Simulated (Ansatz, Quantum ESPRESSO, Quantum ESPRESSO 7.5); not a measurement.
**Work-function anisotropy of Ag**

Wanted: work functions of Ag face by face, under two functionals.

Method: plane-wave DFT, PBE, GBRV ultrasoft pseudopotentials (geometry and cross-check by Ansatz 0.2.0 with PAW datasets; geometry under PBE), in Quantum ESPRESSO 7.5.

Experimental background.

“Anisotropic work function of elemental crystals” (2019, arxiv:1902.07811) quotes from earlier work for Ag (clean single-crystal faces): work function of (111) (clean (111) face) 4.53 eV; work function of (100) (clean (100) face) 4.36 eV; work function of (110) (clean (110) face) 4.1 eV.

### Step 1. The structure

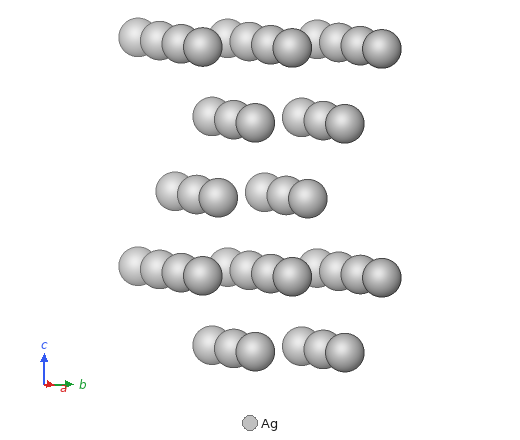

The cell as given, from the side, with the c axis up (silver light grey). 3×2×1 cells are drawn. Some periodic images of atoms are drawn too.

The cell holds 5 atoms: 5 Ag. Cell: a = 2.892 Å, b = 2.892 Å, c = 25.445 Å, α = 90.0°, β = 90.0°, γ = 60.0°. It derives from Ag. Vacuum lies along c.

### Step 2. Relaxation with Ansatz of (111)

The geometry comes first, from a plane-wave PAW code, so that the later runs on this slab share one structure.

File input.yaml:

```yaml
crystal:
  lattice:
    - [2.8920667351, 0.0, 0.0]
    - [1.4460333675, 2.504603262, 0.0]
    - [0.0, 0.0, 25.4454504039]
  atoms:
    - { symbol: Ag, position: [0.6666666667, 0.6666666667, 0.3143980505] }
    - { symbol: Ag, position: [0.0, 0.0, 0.4071990252] }
    - { symbol: Ag, position: [0.3333333333, 0.3333333333, 0.5] }
    - { symbol: Ag, position: [0.6666666667, 0.6666666667, 0.5928009748] }
    - { symbol: Ag, position: [0.0, 0.0, 0.6856019495] }
kpoints:
  mp_grid: { grid: [12, 12, 1] }
hamiltonian:
  xc: pbe
scf:
  occupations: { method: fermi_dirac, width: 0.1 }
  convergence: { dr2_threshold: 1.0e-08 }
efield:
  axis: 3
  dipole_correction: true
  ramp_position: 0.97
  ramp_width: 0.04
relax:
  f_tol: 0.01
  constraints: [{ sites: [2] }]
output:
  write_potential: true
  write_density: true
  volumetric_format: npy
```

Started as:

```sh
$ ansatz run input.yaml --threads 4 --pin off --max-ram 8192MiB --backend cpu --events-out ev --progress --plain --runs-dir out
```

Numbers of over 12 decimals in the logs are rounded to 6 here.

What it wrote:

```text
Engine: ansatz 0.2.0, aarch64-unknown-linux-gnu
Pseudopotentials: kind: paw
Pseudopotential: Ag, paw, valence charge 19, recommended cutoff 420 eV (normal), Ag.paw.azcp
Functional definition: PBE
  parameter kappa = 0.804
  parameter beta = 0.066725
  exchange = pbe_x(kappa = kappa, mu = beta*pi^2/3)
  correlation = pbe_c(beta = beta)
Crystal: 5 atoms, lattice volume = 184.314 Å³
Basis set: ecut = 420 eV, 3577 PW (Γ), exchange–correlation on 40×40×360 points (8 copies of the dense FFT grid, shifted against one another)
Bands: 57, of which v1, the nominal top of the filled ones, is band 48 counted from 1 (47 counted from 0)
Symmetry: 6 space group operations
k-points: 19 of 144 (time reversal used)
Non-local potential: Ag, projectors of the file, l = 0: 3, l = 1: 2, l = 2: 2, l = 3: 1
PAW form: soft (Blöchl's): semilocal exchange-correlation on the pseudo side does not see the compensation charge
PAW one-centre angular grid: Ag, 590 points (default); XC on 64 Gauss nodes
Initial density: superposition of atomic densities (neutral atoms: chi_scale 0, normalization atom), corrected by the library's trained network
Initial wavefunctions: pseudopotential atomic-orbital guess
Functional: x = pbe(κ = 0.804, μ = 0.219515), c = pbe(β = 0.066725)
SCF iter   1: F=—  HF=-37952.057164 eV  |F-HF|=—  |Δ(HF+E_count)|=         —  Δρ=1.32e-3  dr2=2.98e-2  ethr=1.77e-3  p=0.000 e·Å  D=1.58e-4 V/Å  ΔV_dip=-0.00 eV  dr2_dipole=8.74e-6  V_vac-E_F(+/−)=4.43/4.44 eV  ⟨swp⟩=7.8  Hψ=4394  notcnv=0  defer=20
efield: sawtooth ramp at fractional position 0.9700 (set: `efield.ramp_position`, or a place that a band, a saddle search or an elastic batch's reference lends), width 0.0400; the density the first Hamiltonian is built on has a dipole p = 0.000 e·Å; the dipole correction subtracts the counter field D = 1.58e-4 V/Å, which shifts the + side's vacuum level by -0.00 eV against the − side's; the planar-averaged density in the ramp window peaks in size at 7.0e-6 e/Å³
preconditioner: auto → LDOS  [metal: Δε(μ)=0.091 eV  Ē_g=9.451 eV  σ=0.100 eV  W_gap=0.22  n_scr=18 (ndim 8)  ℏωp=20.3 eV  f_vac=0.503  D(μ)=1.75/eV (n_scr^D=10)  β→1.0]
SCF iter   2: F=—  HF=-37952.061525 eV  |F-HF|=—  |Δ(HF+E_count)|=   4.36e-3  Δρ=9.68e-4  dr2=1.97e-3  ethr=3.13e-5  p=-0.000 e·Å  D=-6.26e-6 V/Å  ΔV_dip=0.00 eV  dr2_dipole=5.81e-8  V_vac-E_F(+/−)=4.48/4.48 eV  ⟨swp⟩=2.3  Hψ=2167  notcnv=0  defer=24
SCF iter   3: F=—  HF=-37952.061350 eV  |F-HF|=—  |Δ(HF+E_count)|=   1.74e-4  Δρ=7.85e-4  dr2=1.18e-3  ethr=2.07e-6  p=0.000 e·Å  D=8.50e-6 V/Å  ΔV_dip=-0.00 eV  dr2_dipole=1.20e-8  V_vac-E_F(+/−)=4.48/4.48 eV  ⟨swp⟩=2.4  Hψ=2071  notcnv=0  defer=24
SCF iter   4: F=—  HF=-37952.061078 eV  |F-HF|=—  |Δ(HF+E_count)|=   2.73e-4  Δρ=1.93e-4  dr2=1.11e-4  ethr=1.25e-6  p=0.000 e·Å  D=5.25e-6 V/Å  ΔV_dip=-0.00 eV  dr2_dipole=5.90e-9  V_vac-E_F(+/−)=4.48/4.48 eV  ⟨swp⟩=2.0  Hψ=1530  notcnv=0  defer=24
SCF iter   5: F=—  HF=-37952.061074 eV  |F-HF|=—  |Δ(HF+E_count)|=   3.53e-6  Δρ=5.93e-5  dr2=6.78e-6  ethr=1.17e-7  p=0.000 e·Å  D=2.08e-6 V/Å  ΔV_dip=-0.00 eV  dr2_dipole=1.52e-9  V_vac-E_F(+/−)=4.48/4.48 eV  ⟨swp⟩=2.1  Hψ=1620  notcnv=0  defer=24
SCF iter   6: F=—  HF=-37952.061116 eV  |F-HF|=—  |Δ(HF+E_count)|=   4.21e-5  Δρ=9.12e-6  dr2=1.96e-7  ethr=7.14e-9  p=0.000 e·Å  D=1.23e-6 V/Å  ΔV_dip=-0.00 eV  dr2_dipole=1.09e-10  V_vac-E_F(+/−)=4.48/4.48 eV  ⟨swp⟩=2.0  Hψ=1837  notcnv=0  defer=24
SCF iter   7: F=—  HF=-37952.061116 eV  |F-HF|=—  |Δ(HF+E_count)|=   6.23e-8  Δρ=2.94e-6  dr2=5.07e-8  ethr=2.07e-10  p=0.000 e·Å  D=1.17e-6 V/Å  ΔV_dip=-0.00 eV  dr2_dipole=9.92e-12  V_vac-E_F(+/−)=4.48/4.48 eV  ⟨swp⟩=2.2  Hψ=1677  notcnv=0  defer=24
SCF iter   8: F=-37952.061116 eV  HF=-37952.061116 eV  |F-HF|=1.62e-9  |Δ(HF+E_count)|=   1.08e-8  Δρ=1.23e-6  dr2=2.31e-9  ethr=1.05e-11  p=0.000 e·Å  D=1.18e-6 V/Å  ΔV_dip=-0.00 eV  dr2_dipole=1.89e-12  V_vac-E_F(+/−)=4.48/4.48 eV  ⟨swp⟩=7.2  Hψ=7000  notcnv=0
SCF 1 converged in 8 iterations: F = -37952.061116 eV  dr2 = 2.31e-9
  greatest PAW one-centre occupation: 1.000 electrons in one spin orbital (limit 2), on the Ag atom at site 2 (counted from 0), in its partial waves of l = 0
relax step   1: F+E_penalty+E_count = -37952.06111636 eV  Δ(F+E_penalty+E_count) = +0.000e0 eV  max|allowed force component| = 1.719e-1 eV/Å  Δτ_max = 0.0000 Å  (8 SCF iters, accepted)
Initial density: handed on by an earlier stage of this run
Initial wavefunctions: those handed on with the density
iter 1 solved again at ethr=4.47e-5 eV; its pass at ethr=3.10e-3 eV (dr2=4.25e-2 eV) is discarded
SCF iter   1: F=—  HF=-37952.085937 eV  |F-HF|=—  |Δ(HF+E_count)|=         —  Δρ=4.71e-3  dr2=3.82e-2  ethr=4.47e-5  p=0.000 e·Å  D=1.36e-7 V/Å  ΔV_dip=-0.00 eV  dr2_dipole=5.18e-10  V_vac-E_F(+/−)=4.49/4.49 eV  ⟨swp⟩=2.0  Hψ=4324  notcnv=0  defer=43
efield: sawtooth ramp at fractional position 0.9700 (set: `efield.ramp_position`, or a place that a band, a saddle search or an elastic batch's reference lends), width 0.0400; the density the first Hamiltonian is built on has a dipole p = 0.000 e·Å; the dipole correction subtracts the counter field D = 1.36e-7 V/Å, which shifts the + side's vacuum level by -0.00 eV against the − side's; the planar-averaged density in the ramp window peaks in size at 7.4e-7 e/Å³
preconditioner: auto → LDOS  [metal: Δε(μ)=0.101 eV  Ē_g=9.298 eV  σ=0.100 eV  W_gap=0.24  n_scr=18 (ndim 8)  ℏωp=20.3 eV  f_vac=0.492  D(μ)=1.82/eV (n_scr^D=10)  β→1.0]
SCF iter   2: F=—  HF=-37952.084638 eV  |F-HF|=—  |Δ(HF+E_count)|=   1.30e-3  Δρ=3.85e-3  dr2=6.80e-2  ethr=4.02e-5  p=0.000 e·Å  D=4.30e-5 V/Å  ΔV_dip=-0.00 eV  dr2_dipole=1.06e-6  V_vac-E_F(+/−)=4.47/4.47 eV  ⟨swp⟩=2.2  Hψ=1911  notcnv=0  defer=43
SCF iter   3: F=—  HF=-37952.073923 eV  |F-HF|=—  |Δ(HF+E_count)|=   1.07e-2  Δρ=6.48e-4  dr2=3.40e-3  ethr=4.02e-5  p=0.000 e·Å  D=1.34e-6 V/Å  ΔV_dip=-0.00 eV  dr2_dipole=1.28e-7  V_vac-E_F(+/−)=4.52/4.52 eV  ⟨swp⟩=2.1  Hψ=1627  notcnv=0  defer=43
SCF iter   4: F=—  HF=-37952.074131 eV  |F-HF|=—  |Δ(HF+E_count)|=   2.08e-4  Δρ=8.84e-4  dr2=1.36e-3  ethr=3.58e-6  p=0.000 e·Å  D=3.05e-5 V/Å  ΔV_dip=-0.00 eV  dr2_dipole=1.15e-9  V_vac-E_F(+/−)=4.53/4.53 eV  ⟨swp⟩=2.0  Hψ=1726  notcnv=0  defer=43
SCF iter   5: F=—  HF=-37952.073777 eV  |F-HF|=—  |Δ(HF+E_count)|=   3.54e-4  Δρ=6.91e-5  dr2=1.21e-5  ethr=1.43e-6  p=0.000 e·Å  D=3.49e-6 V/Å  ΔV_dip=-0.00 eV  dr2_dipole=1.91e-9  V_vac-E_F(+/−)=4.54/4.54 eV  ⟨swp⟩=2.0  Hψ=1743  notcnv=0  defer=43
SCF iter   6: F=—  HF=-37952.073784 eV  |F-HF|=—  |Δ(HF+E_count)|=   7.11e-6  Δρ=2.19e-5  dr2=8.17e-7  ethr=1.27e-8  p=0.000 e·Å  D=4.15e-6 V/Å  ΔV_dip=-0.00 eV  dr2_dipole=3.40e-11  V_vac-E_F(+/−)=4.54/4.54 eV  ⟨swp⟩=2.8  Hψ=1791  notcnv=0  defer=43
SCF iter   7: F=—  HF=-37952.073832 eV  |F-HF|=—  |Δ(HF+E_count)|=   4.80e-5  Δρ=6.16e-6  dr2=7.31e-8  ethr=8.60e-10  p=0.000 e·Å  D=1.57e-6 V/Å  ΔV_dip=-0.00 eV  dr2_dipole=8.06e-12  V_vac-E_F(+/−)=4.54/4.54 eV  ⟨swp⟩=2.0  Hψ=1713  notcnv=0  defer=44
SCF iter   8: F=-37952.073832 eV  HF=-37952.073832 eV  |F-HF|=5.01e-9  |Δ(HF+E_count)|=   8.03e-8  Δρ=2.38e-6  dr2=9.46e-9  ethr=1.05e-11  p=0.000 e·Å  D=1.36e-6 V/Å  ΔV_dip=-0.00 eV  dr2_dipole=1.21e-11  V_vac-E_F(+/−)=4.54/4.54 eV  ⟨swp⟩=9.2  Hψ=6928  notcnv=0
SCF 2 converged in 8 iterations: F = -37952.073832 eV  dr2 = 9.46e-9
relax step   2: F+E_penalty+E_count = -37952.07383181 eV  Δ(F+E_penalty+E_count) = -1.272e-2 eV  max|allowed force component| = 5.173e-2 eV/Å  Δτ_max = 0.1570 Å  (8 SCF iters, accepted)
SCF iter   1: F=—  HF=-37952.078532 eV  |F-HF|=—  |Δ(HF+E_count)|=         —  Δρ=1.65e-3  dr2=4.84e-3  ethr=4.68e-5  p=0.000 e·Å  D=2.89e-6 V/Å  ΔV_dip=-0.00 eV  dr2_dipole=4.44e-10  V_vac-E_F(+/−)=4.53/4.53 eV  ⟨swp⟩=4.8  Hψ=2751  notcnv=0  defer=41
efield: sawtooth ramp at fractional position 0.9700 (set: `efield.ramp_position`, or a place that a band, a saddle search or an elastic batch's reference lends), width 0.0400; the density the first Hamiltonian is built on has a dipole p = 0.000 e·Å; the dipole correction subtracts the counter field D = 2.89e-6 V/Å, which shifts the + side's vacuum level by -0.00 eV against the − side's; the planar-averaged density in the ramp window peaks in size at 3.1e-6 e/Å³
preconditioner: auto → LDOS  [metal: Δε(μ)=0.132 eV  Ē_g=9.327 eV  σ=0.100 eV  W_gap=0.31  n_scr=18 (ndim 8)  ℏωp=20.3 eV  f_vac=0.495  D(μ)=1.78/eV (n_scr^D=10)  β→1.0]
SCF iter   2: F=—  HF=-37952.078422 eV  |F-HF|=—  |Δ(HF+E_count)|=   1.10e-4  Δρ=1.49e-3  dr2=8.41e-3  ethr=5.09e-6  p=-0.000 e·Å  D=-1.49e-5 V/Å  ΔV_dip=0.00 eV  dr2_dipole=4.56e-7  V_vac-E_F(+/−)=4.55/4.55 eV  ⟨swp⟩=2.6  Hψ=2221  notcnv=0  defer=41
SCF iter   3: F=—  HF=-37952.076925 eV  |F-HF|=—  |Δ(HF+E_count)|=   1.50e-3  Δρ=2.60e-4  dr2=3.70e-4  ethr=5.09e-6  p=-0.000 e·Å  D=-5.24e-6 V/Å  ΔV_dip=0.00 eV  dr2_dipole=9.19e-8  V_vac-E_F(+/−)=4.53/4.53 eV  ⟨swp⟩=2.1  Hψ=1626  notcnv=0  defer=41
SCF iter   4: F=—  HF=-37952.076961 eV  |F-HF|=—  |Δ(HF+E_count)|=   3.59e-5  Δρ=3.40e-4  dr2=1.83e-4  ethr=3.89e-7  p=-0.000 e·Å  D=-3.45e-6 V/Å  ΔV_dip=0.00 eV  dr2_dipole=1.29e-9  V_vac-E_F(+/−)=4.52/4.52 eV  ⟨swp⟩=2.1  Hψ=1711  notcnv=0  defer=41
SCF iter   5: F=—  HF=-37952.076900 eV  |F-HF|=—  |Δ(HF+E_count)|=   6.02e-5  Δρ=2.20e-5  dr2=1.67e-6  ethr=1.93e-7  p=-0.000 e·Å  D=-3.51e-7 V/Å  ΔV_dip=0.00 eV  dr2_dipole=1.82e-9  V_vac-E_F(+/−)=4.52/4.52 eV  ⟨swp⟩=2.0  Hψ=1664  notcnv=0  defer=41
SCF iter   6: F=—  HF=-37952.077009 eV  |F-HF|=—  |Δ(HF+E_count)|=   1.08e-4  Δρ=7.13e-6  dr2=8.02e-8  ethr=1.75e-9  p=0.000 e·Å  D=7.12e-7 V/Å  ΔV_dip=-0.00 eV  dr2_dipole=5.23e-11  V_vac-E_F(+/−)=4.52/4.52 eV  ⟨swp⟩=2.2  Hψ=1640  notcnv=0  defer=41
SCF iter   7: F=—  HF=-37952.077009 eV  |F-HF|=—  |Δ(HF+E_count)|=   5.36e-8  Δρ=2.25e-6  dr2=1.10e-8  ethr=1.05e-11  p=0.000 e·Å  D=1.57e-6 V/Å  ΔV_dip=-0.00 eV  dr2_dipole=1.19e-11  V_vac-E_F(+/−)=4.52/4.52 eV  ⟨swp⟩=9.3  Hψ=7053  notcnv=0
SCF iter   8: F=-37952.077009 eV  HF=-37952.077009 eV  |F-HF|=9.82e-10  |Δ(HF+E_count)|=   1.67e-8  Δρ=8.15e-7  dr2=1.18e-9  ethr=1.05e-11  p=0.000 e·Å  D=1.42e-6 V/Å  ΔV_dip=-0.00 eV  dr2_dipole=6.84e-12  V_vac-E_F(+/−)=4.52/4.52 eV  ⟨swp⟩=8.4  Hψ=6342  notcnv=0
SCF 3 converged in 8 iterations: F = -37952.077009 eV  dr2 = 1.18e-9
relax step   3: F+E_penalty+E_count = -37952.07700869 eV  Δ(F+E_penalty+E_count) = -3.177e-3 eV  max|allowed force component| = 6.953e-3 eV/Å  Δτ_max = 0.0510 Å  (8 SCF iters, accepted)
NSCF: frozen V_eff on 19 k-points
the band table was solved once a step of the walk had ended and its energy, with any forces and stress, was formed, with the checks that follow a solve (5321 applications of the Hamiltonian). They found nothing against the state; the energy, forces and stress were not computed again (output.eigenvalues in the input reference)
WARN: The output density's exchange-correlation potential varies sharply where the density is thin. Do not read a vacuum level from v_tot or v_xc, or from such a field of the output density. On a cell that repeats whose density bears no net charge and no dipole along the vacuum's axis use v_es (v_loc + v_h of the components); under efield.dipole_correction with no amplitude use v_es + v_field, which holds any externa [...]
SCF converged after 8 iterations
Free energy (F): -37952.077009 eV
Harris-Foulkes:  -37952.077009 eV  (|F-HF|=9.82e-10)
Internal energy: -37952.017532 eV  (E = F + TS)
E sigma→0 (E₀):  -37952.047271 eV
Entropy (-TS):   -0.059476 eV (-11.895 meV/atom)
Fermi energy:    5.613661 eV
Dipole field:    D = -0.000002 V/Å  (p = -0.000002 e·Å, saw-weighted, corrected)
Work function:   Φ+ = 4.5204 eV   Φ− = 4.5203 eV
Levels:          The Fermi level and band energies are counted from a zero that moves with the ramp; work functions are not
--- Per-component energies (eV) ---
  E_band       = -2269.943141
  E_kinetic    = 2636.011745
  E_local      = -147241.059930  (includes V_loc(G=0)·N_el)
  E_nonlocal   = 400.805932
  E_hartree    = 72583.107377
  E_xc         = -922.933160
  E_vxc        = -1172.450654  (∫ρ·V_xc dr)
  E_paw        = -19511.081855  (= ΣΔE_a)
  E_vpaw       = -2059.461447  (= ΣTr[D̂ρ^β])
  E_aug_tail   = 0.001632  (compensation charges beyond the density's cutoff)
  E_efield     = 0.000000  (sawtooth field / dipole correction)
  E_vefield    = 0.000054  (∫n·V_field dr)
  E_ewald      = 54103.130725
  E_smearing   = -0.059476  (= −TS)
  E_closure    = -0.000000  (closes the sum)
  Σ components = -37952.077009   (vs F -37952.077009, Δ=0.00e0)
--- Forces (eV/Å), atoms counted from 1 ---
  atom   1  Ag     0.00000000    -0.00000000     0.00215132
  atom   2  Ag    -0.00000000     0.00000000    -0.00695305
  atom   3  Ag    -0.00000000     0.00000000    -0.00000439
  atom   4  Ag     0.00000000    -0.00000000     0.00695305
  atom   5  Ag    -0.00000000     0.00000000    -0.00214378
  max |Σ_I F_I| component: 3.16e-6 eV/Å
--- Band table (eV; the first three rows and the last of 19) ---
  k-point 0: bands = [... 44 lower, 2.4683, 2.4683, 2.6319, 2.6319, 2.8448, 4.8740, 5.7433, 9.5216, ... 5 higher]
  k-point 1: bands = [... 44 lower, 2.3222, 2.4598, 2.4680, 2.6376, 3.3484, 5.1600, 6.1498, 9.6516, ... 5 higher]
  k-point 2: bands = [... 44 lower, 2.2347, 2.4647, 2.6513, 2.7569, 4.0311, 5.8475, 7.1433, 10.0421, ... 5 higher]
  k-point 18: bands = [... 44 lower, 2.5724, 9.0347, 9.0347, 9.1571, 9.5984, 9.7909, 9.7909, 10.6535, ... 5 higher]
--- Relaxed structure (3 steps of the walk, 3 accepted, 0 SCFs on fresh bases) ---
  F+E_penalty+E_count = -37952.07700869 eV   max|allowed force component| = 6.953e-3 eV/Å
  atoms:
    - { symbol: Ag, position: [0.666667, 0.666667, 0.310231] }
    - { symbol: Ag, position: [-1.2728381320491974e-18, 5.70254999450764e-19, 0.405682] }
    - { symbol: Ag, position: [0.333333, 0.333333, 0.5] }
    - { symbol: Ag, position: [0.666667, 0.666667, 0.594318] }
    - { symbol: Ag, position: [3.496586270492286e-18, -1.5665352502827583e-18, 0.689769] }
```

Elapsed: 12 s, on 4 threads of Arm Neoverse V2, shared host; peak memory 0.57 GiB.

Relaxation path:

| step | energy less that of the first step (eV) | largest force component (eV/Å) |
| --- | --- | --- |
| 1 | 0.0000 | 0.1719 |
| 2 | -0.0127 | 0.0517 |
| 3 | -0.0159 | 0.0070 |

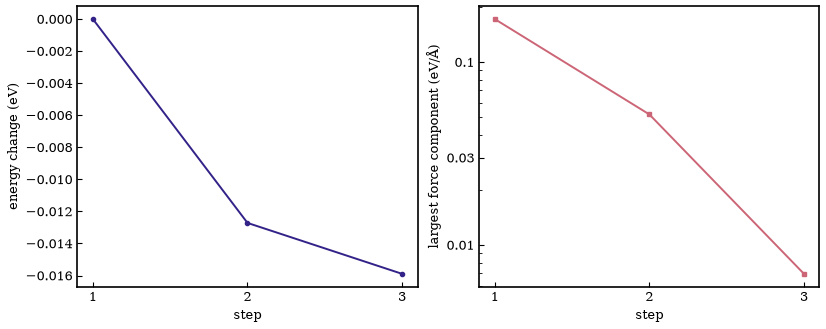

Energy and largest force along the relaxation.

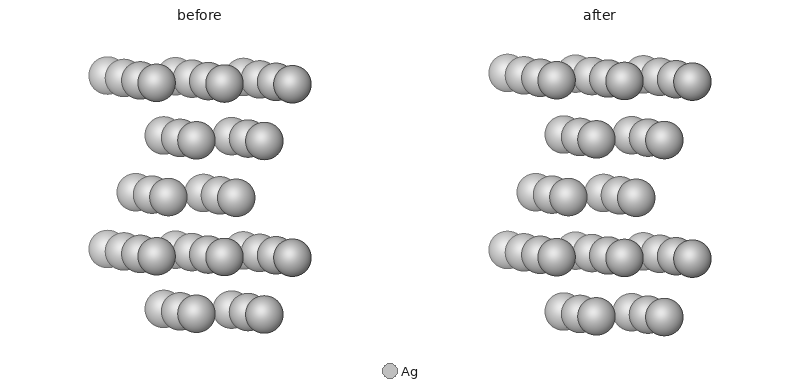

The structure before and after the relaxation, drawn at the same scale.

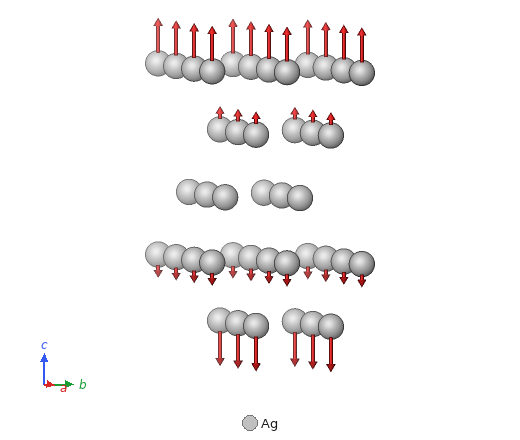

Displacements in the relaxation, exaggerated; the longest in the cell stands for 0.11 Å. 3×2×1 cells are drawn. Some periodic images of atoms are drawn too.

The atoms that moved most (Å):

| atom | dx | dy | dz | length |
| --- | --- | --- | --- | --- |
| Ag1 | 0.000 | 0.000 | -0.106 | 0.106 |
| Ag5 | 0.000 | 0.000 | 0.106 | 0.106 |
| Ag2 | 0.000 | 0.000 | -0.039 | 0.039 |
| Ag4 | 0.000 | 0.000 | 0.039 | 0.039 |

Final coordinates:

```xyz
5
Lattice="2.8921 0.0000 0.0000 1.4460 2.5046 0.0000 0.0000 0.0000 25.4455" Properties=species:S:1:pos:R:3
Ag    2.8921    1.6697    7.8940
Ag    0.0000    0.0000   10.3228
Ag    1.4460    0.8349   12.7227
Ag    2.8921    1.6697   15.1227
Ag    0.0000    0.0000   17.5515
```

The relaxation lowers the energy by 3 meV an atom. Held were the atoms numbered 3; the forces quoted are those on the free ones.

This step gave:

* free energy: -37952.0770 eV
* energy at zero smearing: -37952.0473 eV
* smearing term TS: 0.05948 eV
* Fermi energy: 5.614 eV
* symmetry operations: 6
* work function of the upper face: 4.520 eV
* work function of the lower face: 4.520 eV
* dipole along the normal: -2.29e-6 e·Å

[end of part 1 of 6]

[Logs are printed without paths, hosts, clocks, repeated set-up lines and the standing remarks that a program may print on its own settings, such as how far it seeks lower states.]

[Hosts, paths, dates, database ids (printed as entryN), source tags and the programs' standing remarks are cut or masked in the printed files.]

[Maps of the electrostatic potential energy from Ansatz leave out the sawtooth potential of an applied field or a dipole correction, so their vacuum need not be flat; planar profiles and work functions include it.]
